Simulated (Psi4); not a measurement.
# CH3AlN− ([Al(CN)H3]-): PBE0/aug-cc-pVDZ

Aim: the vertical ionisation energy of CH3AlN− ([Al(CN)H3]-) at PBE0/aug-cc-pVDZ, from 2 runs. 

The calculation is run with Psi4 1.11.

4 further runs of the same task are left out: 1 that didn't finish, 3 set aside as unsound or not needed.

## 1. The molecule

CH3AlN− has 6 atoms, charge -1, and is taken as a singlet. SMILES: `[H][Al-]([H])([H])[C]#N`. Geometry: a GFN2-xTB relaxation, a rough one for these elements and not checked as a minimum.

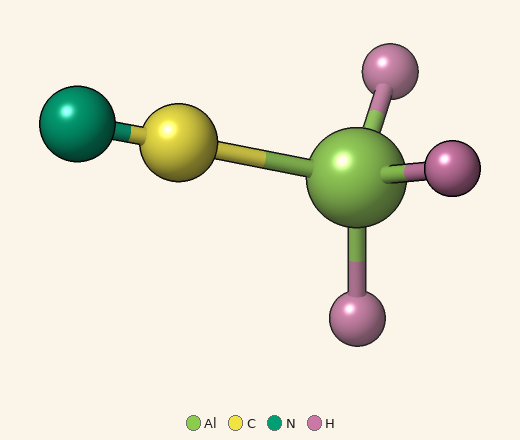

Viewed from a chosen angle; aluminium green, carbon yellow, nitrogen teal, hydrogen pink.

## 2. Energy and forces at PBE0/aug-cc-pVDZ

File ch3aln.json:

```json
{
  "schema_name": "qcschema_input",
  "schema_version": 1,
  "molecule": {
    "schema_name": "qcschema_molecule",
    "schema_version": 2,
    "symbols": ["Al", "C", "N", "H", "H", "H"],
    "geometry": [-0.0131147, 0.01494773, -1.17242388, 0.00674632, -0.0158926, 2.65589668, 0.05550126, -0.06366487, 4.84480425, 2.88608422, 0.04270781, -2.11851527, -1.48700659, 2.52592132, -2.09228587, -1.44822941, -2.50403829, -2.11749481],
    "molecular_charge": -1,
    "molecular_multiplicity": 1,
    "fix_symmetry": "c1"
  },
  "driver": "gradient",
  "model": {
    "method": "pbe0",
    "basis": "aug-cc-pVDZ"
  },
  "keywords": {
    "puream": true,
    "e_convergence": 1e-09,
    "d_convergence": 1e-08,
    "scf_type": "pk",
    "dft_radial_points": 99,
    "dft_spherical_points": 590
  }
}
```

The run is started by

```bash
psi4 --qcschema ch3aln.json -n 1 --memory 1600MB
```

stdout:

```text
[...]
  Running in c1 symmetry.
[...]
  Nuclear repulsion =   74.064801675765494
[...]
  Multiplicity = 1
[...]
  Nalpha       = 15
  Nbeta        = 15
[...]
    Number of basis functions: 100
[...]
   @RKS iter   1:  -336.74200561203651   -8.38470e-01   5.19588e-03 ADIIS/DIIS
[...]
   @RKS iter  10:  -336.91876993389315   -5.45697e-12   7.03749e-09 DIIS
[...]
    Orbital Energies [Eh]
    ---------------------
    Doubly Occupied:
       1A    -55.960378     2A    -14.215187     3A    -10.068573
       4A     -3.974404     5A     -2.505290     6A     -2.503341
       7A     -2.503337     8A     -0.747868     9A     -0.320194
      10A     -0.225332    11A     -0.181795    12A     -0.181776
      13A     -0.166422    14A     -0.114960    15A     -0.114867
[...]
  @RKS Final Energy:  -336.91876993389315
   => Energetics <=
    Nuclear Repulsion Energy =             74.0648016757654943
    One-Electron Energy =                -617.1798159335896798
    Two-Electron Energy =                 230.4024689421348739
    DFT Exchange-Correlation Energy =     -24.2062246182038301
    Empirical Dispersion Energy =           0.0000000000000000
    VV10 Nonlocal Energy =                  0.0000000000000000
    Total Energy =                       -336.9187699338931452
[...]
 Multipole Moments:
 ------------------------------------------------------------------------------------
     Multipole            Electronic (a.u.)      Nuclear  (a.u.)        Total (a.u.)
 ------------------------------------------------------------------------------------
 L = 1.  Multiply by 2.5417464519 to convert [e a0] to [Debye]
 Dipole X            :          0.0223254           -0.0261192           -0.0037937
 Dipole Y            :         -0.0345967            0.0357196            0.0011229
 Dipole Z            :          3.9769763           -3.6686402            0.3083361
 Magnitude           :                                                    0.3083615
[...]
  -Total Gradient:
     Atom            X                  Y                   Z
    ------   -----------------  -----------------  -----------------
       1        0.000330675830    -0.000493256514     0.003822534695
       2       -0.000040733247    -0.000102717963     0.019442480127
       3       -0.000171488494     0.000238602703    -0.023096485003
       4       -0.005014458900    -0.000046738571    -0.000014844924
       5        0.002368102773    -0.003991403968    -0.000198020080
       6        0.002528305096     0.004395736022     0.000044245660
[...]
```

The result, in JSON:

```text
{
 "driver": "gradient",
 "model": {
  "method": "pbe0",
  "basis": "aug-cc-pVDZ"
 },
 "success": true,
 "return_result": [0.0003306758297226416, -0.0004932565144316507, 0.0038225346954249215, -4.073324737690828e-05, -0.00010271796297761648, 0.019442480127342843, -0.00017148849426587912, 0.00023860270259010163, -0.023096485002689238, -0.005014458900316862, -4.673857082427115e-05, -1.4844924422413586e-05, 0.002368102772958708, -0.003991403967796445, -0.0001980200801619189, 0.0025283050957512904, 0.0043957360224469305, 4.424566040148181e-05],
 "properties": {
  "calcinfo_nbasis": 100,
  "calcinfo_nmo": 100,
  "calcinfo_nalpha": 15,
  "calcinfo_nbeta": 15,
  "calcinfo_natom": 6,
  "nuclear_repulsion_energy": 74.0648016757655,
  "return_energy": -336.91876993389315,
  "return_gradient": [0.0003306758297226416, -0.0004932565144316507, 0.0038225346954249215, -4.073324737690828e-05, -0.00010271796297761648, 0.019442480127342843, -0.00017148849426587912, 0.00023860270259010163, -0.023096485002689238, -0.005014458900316862, -4.673857082427115e-05, -1.4844924422413586e-05, 0.002368102772958708, -0.003991403967796445, -0.0001980200801619189, 0.0025283050957512904, 0.0043957360224469305, 4.424566040148181e-05],
  "scf_one_electron_energy": -617.1798159335897,
  "scf_two_electron_energy": 230.40246894213487,
  "scf_xc_energy": -24.20622461820383,
  "scf_dipole_moment": [-0.003793744668938004, 0.0011228922503337957, 0.3083360713701411],
  "scf_total_energy": -336.91876993389315,
  "scf_total_gradient": [0.0003306758297226416, -0.0004932565144316507, 0.0038225346954249215, -4.073324737690828e-05, -0.00010271796297761648, 0.019442480127342843, -0.00017148849426587912, 0.00023860270259010163, -0.023096485002689238, -0.005014458900316862, -4.673857082427115e-05, -1.4844924422413586e-05, 0.002368102772958708, -0.003991403967796445, -0.0001980200801619189, 0.0025283050957512904, 0.0043957360224469305, 4.424566040148181e-05],
  "scf_iterations": 10
 }
}
```

Wall time 44 s (1 thread of Intel Xeon Platinum 8259CL at 2.50GHz (Skylake/Cascade Lake), shared host); peak memory 0.8 GiB.

## 3. Doublet neutral CH3AlN

File job.py:

```python
import psi4

psi4.set_memory('1600 MB')
psi4.set_num_threads(1)
psi4.core.set_output_file('ch3aln.out', False)

mol = psi4.geometry("""
0 2
Al    -0.01311470     0.01494773    -1.17242388
C      0.00674632    -0.01589260     2.65589668
N      0.05550126    -0.06366487     4.84480425
H      2.88608422     0.04270781    -2.11851527
H     -1.48700659     2.52592132    -2.09228587
H     -1.44822941    -2.50403829    -2.11749481
units au
symmetry c1
""")

psi4.set_options({
    'reference': 'uks',
    'puream': True,
    'e_convergence': 1e-09,
    'd_convergence': 1e-08,
    'scf_type': 'pk',
    'dft_radial_points': 99,
    'dft_spherical_points': 590,
    'maxiter': 200,
})

energy_value, wavefunction = psi4.gradient('pbe0/aug-cc-pVDZ', return_wfn=True)
psi4.oeprop(wavefunction, 'MAYER_INDICES', 'MULLIKEN_CHARGES', 'DIPOLE', title='PBE0')
print('gradient / Eh bohr^-1')
print(energy_value.np.round(6))
print(f'energy = {wavefunction.energy():.10f} Eh')
```

The run is started by

```bash
python job.py
```

ch3aln.out:

```text
[...]
  Running in c1 symmetry.
[...]
  Nuclear repulsion =   74.064801675765494
[...]
  Multiplicity = 2
[...]
  Nalpha       = 15
  Nbeta        = 14
[...]
    Number of basis functions: 100
[...]
   @UKS iter   1:  -336.56619402327743   -6.62658e-01   5.04105e-03 DIIS/ADIIS
[...]
   @UKS iter  20:  -336.72475167399068   -2.12594e-11   5.94916e-09 DIIS
[...]
   @S^2 Observed:                7.639812142E-01
[...]
  @UKS Final Energy:  -336.72475167399068
   => Energetics <=
    Nuclear Repulsion Energy =             74.0648016757654943
    One-Electron Energy =                -610.6753623291258464
    Two-Electron Energy =                 223.8749444930425909
    DFT Exchange-Correlation Energy =     -23.9891355136728741
    Empirical Dispersion Energy =           0.0000000000000000
    VV10 Nonlocal Energy =                  0.0000000000000000
    Total Energy =                       -336.7247516739906814
[...]
  -Total Gradient:
     Atom            X                  Y                   Z
    ------   -----------------  -----------------  -----------------
       1       -0.018347616890     0.031934360043    -0.031845928079
       2        0.000862158429    -0.001544475320     0.041746174003
       3       -0.000172141048     0.000118606489    -0.027057406762
       4       -0.004000531133    -0.013214721980     0.002743167018
       5        0.008294079250    -0.014294542717     0.011666497193
       6        0.013364367594    -0.002999007010     0.002747157958
[...]
 Multipole Moments:
 ------------------------------------------------------------------------------------
     Multipole            Electronic (a.u.)      Nuclear  (a.u.)        Total (a.u.)
 ------------------------------------------------------------------------------------
 L = 1.  Multiply by 2.5417464519 to convert [e a0] to [Debye]
 Dipole X            :         -0.2120191           -0.0261192           -0.2381383
 Dipole Y            :          0.3673026            0.0357196            0.4030222
 Dipole Z            :          2.0717936           -3.6686402           -1.5968466
 Magnitude           :                                                    1.6640480
[...]
  Mulliken Charges: (a.u.)
   Center  Symbol    Alpha    Beta     Spin     Total
       1    AL     6.50839  6.38540  0.12299  0.10621
       2     C     3.07829  3.09382 -0.01552 -0.17211
       3     N     3.66437  3.54085  0.12352 -0.20522
       4     H     0.54593  0.39155  0.15438  0.06252
       5     H     0.65840  0.19506  0.46334  0.14655
       6     H     0.54462  0.39333  0.15129  0.06206
   Total alpha = 15.00000, Total beta = 14.00000, Total charge = -0.00000
  Mayer Bond Indices:
[...]
```

Standard output:

```text
gradient / Eh bohr^-1
[[-0.018348  0.031934 -0.031846]
 [ 0.000862 -0.001544  0.041746]
 [-0.000172  0.000119 -0.027057]
 [-0.004001 -0.013215  0.002743]
 [ 0.008294 -0.014295  0.011666]
 [ 0.013364 -0.002999  0.002747]]
energy = -336.7247516740 Eh
```

It took 82 s on 1 thread of Intel Xeon Platinum 8259CL at 2.50GHz (Skylake/Cascade Lake), shared host; peak memory 0.8 GiB.

## 4. Outcome

At PBE0/aug-cc-pVDZ:

| quantity | value |
| --- | --- |
| singlet CH3AlN−: total energy | -336.91877 Eh |
| singlet CH3AlN−: HOMO energy | -3.13 eV |
| singlet CH3AlN−: LUMO energy | 3.04 eV |
| singlet CH3AlN−: HOMO–LUMO gap (to an unbound level, set by the basis) | 6.16 eV |
| singlet CH3AlN−: largest force on an atom | 1.188 eV/Å |
| doublet neutral CH3AlN: total energy | -336.72475 Eh |
| doublet neutral CH3AlN: dipole moment | 4.23 D |
| doublet neutral CH3AlN: HOMO energy (highest over α and β) | -8.74 eV |
| doublet neutral CH3AlN: LUMO energy (lowest over α and β) | -7.39 eV |
| doublet neutral CH3AlN: ⟨S²⟩ | 0.764 |
| doublet neutral CH3AlN: largest force on an atom | 2.504 eV/Å |
| vertical detachment energy (to the doublet neutral) | 5.280 eV |

Removing an electron at fixed nuclei costs 5.28 eV (122 kcal/mol). The largest force (singlet CH3AlN−) is 1.19 eV/Å: the shape isn't a stationary point for this species at this level. −ε(HOMO) before ionisation, 3.13 eV, is 2.15 eV below this ionisation energy. Mulliken charges (doublet neutral CH3AlN) run from -0.21 on N3 to +0.15 on H5; in a basis this large or diffuse they mean little.
